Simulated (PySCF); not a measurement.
**One shape, several levels: AlH5O (Al(H2O)H3)**

Wanted: a comparison of 6 runs (BCCD(T)/STO-3G, CCSDT(Q)/STO-3G, QCISD(T)/STO-3G, CISD/STO-3G, CCSD(T)/STO-3G, FCI/STO-3G) of AlH5O (Al(H2O)H3). 

The calculation is run with PySCF 2.14.0.

4 further runs of the same task are left out: 4 set aside as unsound or not needed.

**1. The molecule**

AlH5O: 7 atoms, total charge 0, spin state singlet. As SMILES, `[H][Al]([H])([H])<-[OH2]`. The Al1–O2 distance was set to 2.269 Å, away from the relaxed value.

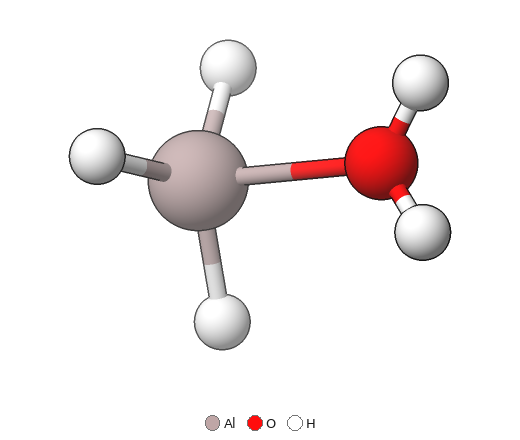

The structure, seen from a chosen angle (aluminium light grey, oxygen red, hydrogen white).

**2. A single-point energy at BCCD(T)/STO-3G (run 1)**

Contents of calc.py:

```python
from pyscf import gto, cc
from pyscf.cc.bccd import bccd_kernel_

mol = gto.M(
    atom='''
Al       0.050792      -0.083594      -1.255408
O       -0.024940       0.038110       1.009060
H       -0.734700      -0.319470       1.555830
H        0.587960       0.568180       1.531290
H        1.619822      -0.060394      -1.355798
H       -0.723118       1.225496      -1.646938
H       -0.725328      -1.449464      -1.347668
''',
    verbose=3,
    max_memory=1860,
    spin=0,
    basis='sto-3g',
)

calc0 = mol.RHF()
calc0.conv_tol = 1e-10
calc0.kernel()
if not calc0.converged:
    calc0 = calc0.newton().run(calc0.mo_coeff, calc0.mo_occ)

mycc = cc.CCSD(calc0, frozen=6).run()
mycc = bccd_kernel_(mycc, diis=True)
e_t = mycc.ccsd_t()
etot = mycc.e_tot + e_t
print('E(%s) = %.9f' % ('BCCD(T)', etot))
```

The run is started by

```console
$ OMP_NUM_THREADS=1 python calc.py
```

What it wrote:

```text
converged SCF energy = -315.718698323152
E(CCSD) = -315.820782352211  E_corr = -0.1020840290589278
BCCD loop starts.

[... 20 lines left out ...]
CCSD converged
[... 22 lines left out ...]
CCSD converged
[... 20 lines left out ...]
CCSD converged
[... 3 lines left out ...]
E(BCCD(T)) = -315.821415719
```

It took 0.68 s on 1 thread of Intel Xeon Platinum 8559C (Emerald Rapids), shared host; peak memory 0.12 GiB.

**3. The energy at CCSDT(Q)/STO-3G (run 2)**

Contents of calc.py:

```python
from pyscf import gto, scf, cc

system = gto.M(
    atom=[
    ('Al', (0.050792, -0.083594, -1.255408)),
    ('O', (-0.024940, 0.038110, 1.009060)),
    ('H', (-0.734700, -0.319470, 1.555830)),
    ('H', (0.587960, 0.568180, 1.531290)),
    ('H', (1.619822, -0.060394, -1.355798)),
    ('H', (-0.723118, 1.225496, -1.646938)),
    ('H', (-0.725328, -1.449464, -1.347668)),
],
    verbose=3,
    max_memory=1860,
    basis='sto-3g',
    charge=0,
)

mf = scf.RHF(system)
mf.conv_tol = 1e-10
mf.kernel()
if not mf.converged:
    mf = mf.newton().run(mf.mo_coeff, mf.mo_occ)

mycc = cc.CCSDT(mf, frozen=6)
mycc.kernel()
e_bracket, e_q = mycc.ccsdt_q()
energy = mycc.e_tot + e_q
print('Final energy', energy)
```

The run is started by

```console
$ OMP_NUM_THREADS=1 python calc.py
```

What it wrote:

```text
converged SCF energy = -315.718698323152
_make_eris_incore_RCCSDT

WARN: A large `blksize` is being used, which may cause large memory consumption
      for storing contraction intermediates. If memory is sufficient, consider using
      `pyscf.cc.rccsdt_highm.RCCSDT` instead.

RCCSDT converged
E(RCCSDT) = -315.8216478906263   E_corr = -0.1029495674742233
E_corr(same-spin) = -0.00407522412538616
E_corr(oppo-spin) = -0.0988743433488371
_make_eris_incore_RCCSDT
Final energy -315.82165765717536
```

Wall time 1.2 s (1 thread of Intel Xeon Platinum 8559C (Emerald Rapids), shared host); peak memory 0.11 GiB.

Runs 3 to 5 aren't shown in full; the table further down has their settings and results.

**4. The energy at FCI/STO-3G (run 6)**

Contents of job.py:

```python
from pyscf import gto, mcscf
from pyscf import fci

molecule = gto.Mole()
molecule.atom = [
    ('Al', (0.050792, -0.083594, -1.255408)),
    ('O', (-0.024940, 0.038110, 1.009060)),
    ('H', (-0.734700, -0.319470, 1.555830)),
    ('H', (0.587960, 0.568180, 1.531290)),
    ('H', (1.619822, -0.060394, -1.355798)),
    ('H', (-0.723118, 1.225496, -1.646938)),
    ('H', (-0.725328, -1.449464, -1.347668)),
]
molecule.verbose = 3
molecule.charge = 0
molecule.max_memory = 1860
molecule.basis = 'sto-3g'
molecule.build()

myscf = molecule.RHF()
myscf.conv_tol = 1e-10
myscf.kernel()
if not myscf.converged:
    myscf = myscf.newton().run(myscf.mo_coeff, myscf.mo_occ)

cas = mcscf.CASCI(myscf, myscf.mo_coeff.shape[-1] - 6, (molecule.nelec[0] - 6, molecule.nelec[1] - 6))  # full CI above the frozen core
cas.fcisolver = fci.direct_spin0.FCI(molecule)  # even spin states alone
cas.kernel()
print('<S^2> = %.4f' % cas.fcisolver.spin_square(cas.ci, cas.ncas, cas.nelecas)[0])
e_final = cas.e_tot
print('E(%s) = %.9f' % ('FCI', e_final))
```

The run is started by

```console
$ OMP_NUM_THREADS=1 python job.py
```

What it wrote:

```text
converged SCF energy = -315.718698323152
CASCI E = -315.821665806566  E(CI) = -40.1225047006064  S^2 = 0.0000000
<S^2> = 0.0000
E(FCI) = -315.821665807
```

It took 16 s on 1 thread of Intel Xeon Platinum 8559C (Emerald Rapids), shared host; peak memory 0.76 GiB.

**5. All runs side by side**

```
run            level  energy (Eh)  correlation energy (mEh)  wall time
  1   BCCD(T)/STO-3G  -315.821416                    -102.7     0.68 s
  2  CCSDT(Q)/STO-3G  -315.821658                    -103.0      1.2 s
  3  QCISD(T)/STO-3G  -315.821480                    -102.8     0.52 s
  4      CISD/STO-3G  -315.816181                     -97.5     0.48 s
  5   CCSD(T)/STO-3G  -315.821426                    -102.7     0.58 s
  6       FCI/STO-3G  -315.821666                    -103.0       16 s
```

**6. What came out**

```
                                          quantity          value
                               run 6: total energy  -315.82167 Eh
       run 6: dipole moment (Hartree–Fock density)         4.22 D
        run 6: HOMO energy (Hartree–Fock orbitals)       -8.16 eV
        run 6: LUMO energy (Hartree–Fock orbitals)       10.81 eV
      run 6: HOMO–LUMO gap (Hartree–Fock orbitals)       18.98 eV
run 6: correlation energy (6 core orbitals frozen)     -103.0 mEh
```

**Reading.** Against full CI in this basis: BCCD(T) +0.3 mEh; CCSDT(Q) +0.0 mEh; QCISD(T) +0.2 mEh; CISD +5.5 mEh; CCSD(T) +0.2 mEh. In runs 1, 2, 3, 4, 5, 6 the basis is minimal, so the values are rough. All runs together took 19 s, the longest 16 s.
